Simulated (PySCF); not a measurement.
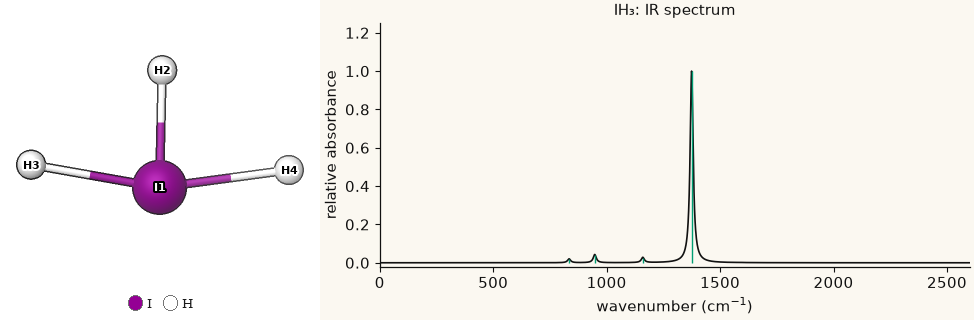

Infrared spectrum of IH₃, singlet (point group C2v). Unscaled harmonic wavenumbers and double-harmonic intensities, PBE0/def2-TZVP (ECP), PySCF 2.14.0, isolated molecule. The structure is the lowest of the points that a search from T-shaped, trigonal planar and trigonal pyramidal starts found. Lorentzian lines of 16 cm⁻¹ full width. Close modes add up in the curve.

### Which modes are missing from the spectrum (below 0.05 km/mol)?

2209.6 cm⁻¹ (a1).

### Which is the highest mode?

2209.6 cm⁻¹ (0.0 km/mol, a1), a very weak line.
